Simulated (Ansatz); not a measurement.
# Single-point calculation, with input and output: Si5H10OF4

- system: Si5H10OF4
- method: RKS PBE0-D4/def2-TZVPP (Ansatz 0.2.0)

The geometry is the reactant side of a reaction. The reaction was set up to form Si1–O7 and F2–H6 and to break Si1–F2 and H6–O7 (atoms counted from 1 in the order of the input); sticks are drawn by distance alone. The geometry comes from this level: PBE0-D4/def2-TZVP.

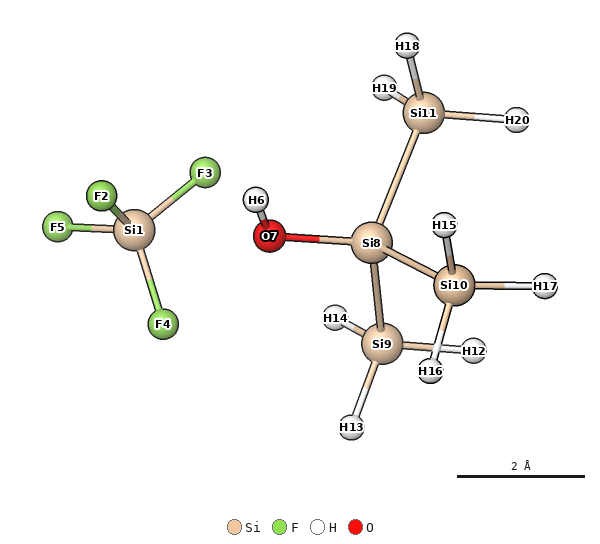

Figure 1. The structure (ball-and-stick view, seen at a tilt; atoms are numbered from 1 in the order of the input). Bond lengths as drawn: F–Si 1.56 to 1.57 Å, H–O 0.96 Å, H–Si 1.49 Å, O–Si 1.68 Å and Si–Si 2.34 to 2.35 Å.

**The input**
```yaml
crystal:
  periodic: [false, false, false]
  atoms:
    - {symbol: Si, position_ang: [-2.176513, 1.932986, -1.654612]}
    - {symbol: F, position_ang: [-1.716210, 3.243756, -0.934396]}
    - {symbol: F, position_ang: [-0.978295, 1.212797, -2.356821]}
    - {symbol: F, position_ang: [-2.943324, 0.965946, -0.696738]}
    - {symbol: F, position_ang: [-3.180896, 2.361797, -2.780041]}
    - {symbol: H, position_ang: [0.127084, 2.019418, 0.684235]}
    - {symbol: O, position_ang: [-0.361453, 1.232892, 0.432362]}
    - {symbol: Si, position_ang: [0.455309, -0.228890, 0.514032]}
    - {symbol: Si, position_ang: [-1.082041, -1.916820, 0.002329]}
    - {symbol: Si, position_ang: [1.311685, -0.596009, 2.669327]}
    - {symbol: Si, position_ang: [2.243592, -0.305108, -1.006382]}
    - {symbol: H, position_ang: [-0.352065, -3.210082, 0.115349]}
    - {symbol: H, position_ang: [-2.220367, -1.919716, 0.958104]}
    - {symbol: H, position_ang: [-1.599092, -1.780901, -1.384740]}
    - {symbol: H, position_ang: [2.224142, 0.515669, 3.060483]}
    - {symbol: H, position_ang: [0.223030, -0.685269, 3.679733]}
    - {symbol: H, position_ang: [2.085006, -1.867380, 2.675442]}
    - {symbol: H, position_ang: [3.136268, 0.870645, -0.801147]}
    - {symbol: H, position_ang: [1.771790, -0.302081, -2.416162]}
    - {symbol: H, position_ang: [3.032451, -1.543545, -0.760356]}
basis:
  gaussian: {orbitals: def2-TZVPP}
hamiltonian: {xc: pbe0, dispersion: d4}
output: {orbitals: {seedname: orbitals}}
```

Hardware: 4 CPU threads, shared host.

Launch command:
```bash
ansatz run in.yaml --threads 4 --pin off --events-out ev --progress --plain --max-ram 66560MiB --backend cuda --devices 0, --max-vram 37GiB
```

**Log**
```
Functional definition: PBE0
  name "PBE0"
  cite "Adamo & Barone, J. Chem. Phys. 110, 6158 (1999) doi:10.1063/1.478522"
  cite "Perdew, Burke & Ernzerhof, Phys. Rev. Lett. 77, 3865 (1996) doi:10.1103/PhysRevLett.77.3865"
  parent pbe
  parameter a = 0.25
  parameter kappa = 0.804
  parameter beta = 0.06672455060314922
  exchange = (1 - a)*pbe_x(kappa = kappa, mu = beta*pi^2/3) + a*exact_x
  correlation = pbe_c(beta = beta)
2820 factors; their error is unknown
mean field evaluation 1: about -52443.7266 eV, gradient 7.5e1 eV
mean field evaluation 2: about -52432.6822 eV, gradient 1.1e2 eV
mean field evaluation 4: about -52451.8060 eV, gradient 5.4e0 eV
mean field evaluation 8: about -52451.8433 eV, gradient 4.4e-2 eV
mean field evaluation 16: about -52451.9684 eV, gradient 6.7e-5 eV
mean field -52451.96844877 eV, -1927.5742872712 hartree, gradient 6.7e-5 eV, S^2 0.000000; 0 other end points of the search recorded, 0 dependent functions left out
reference -52451.96849883 eV, -1927.5742891107 hartree; 62, 62 occupied and 443, 443 virtual orbitals, 2820 factors
Total energy: -52452.53940897 eV, -1927.5952696716 hartree
```

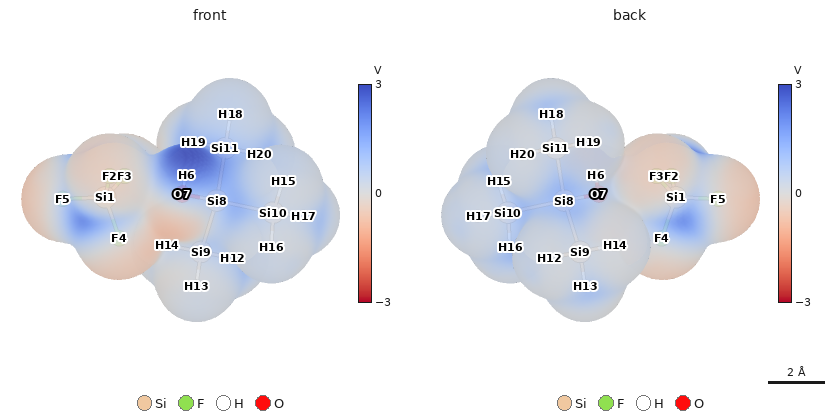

Figure 2. The molecular electrostatic potential painted on the density surface at 0.002 e/bohr³, seen at a tilt and from behind; the colour scale runs from red (negative) to blue (positive).

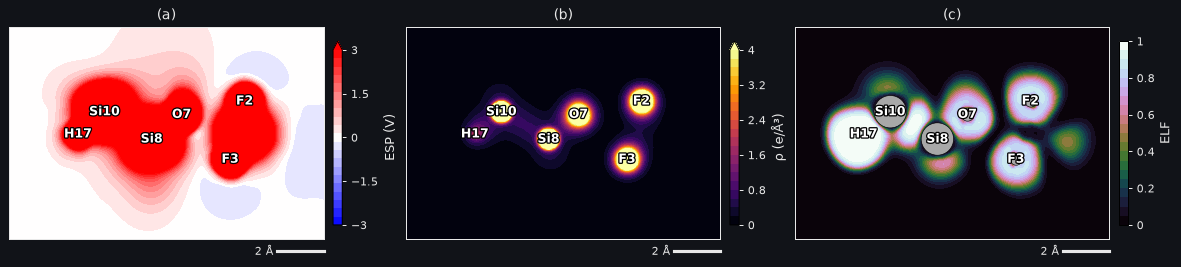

Figure 3. (a) electrostatic potential; (b) total electron density; (c) ELF on the plane of atoms O7, Si8 and Si10. Grey discs, where drawn, cover atomic cores. The section cuts through F, O, Si and H sites. Si–H (1.49 Å): ρ is about 0.79 e/Å³ halfway; the ELF climbs to about 1 towards the hydrogen, as it does in any bond to H.

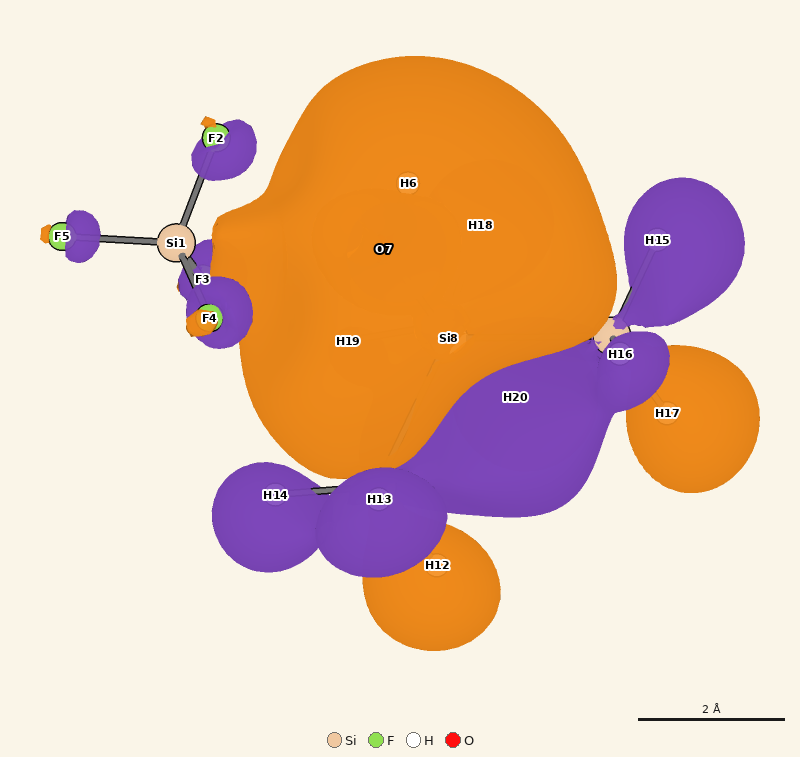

Figure 4. One frontier orbital at ±0.04 Å⁻³ᐟ² (orange and purple are the two phases), seen at an oblique angle. The LUMO, at −1.16 eV. It lies mainly on Si8 (30 %), Si10 (10 %), Si9 (10 %), Si11 (10 %) and O7 (10 %).

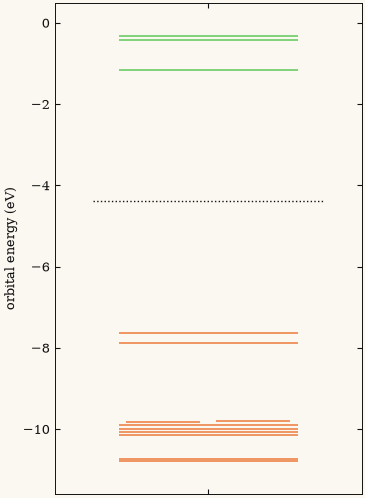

Figure 5. Orbital energies near the frontier; the dotted line parts filled from empty levels, and levels within 0.02 eV of each other stand side by side. Highest filled −7.62 eV, lowest empty −1.16 eV, 6.46 eV apart.

**Key numbers**

| quantity | value |
| --- | --- |
| outcome | converged |
| total energy | −52452.5394 eV |
| mean-field energy | −52451.9685 eV |
| dispersion energy | −0.5709 eV |
| SCF solution under orbital rotations | stable |
| HOMO | −7.62 eV |
| LUMO | −1.16 eV |
| wall time | 10 s (CPU time 7.3 s) |
| peak memory | 1.2 GiB |
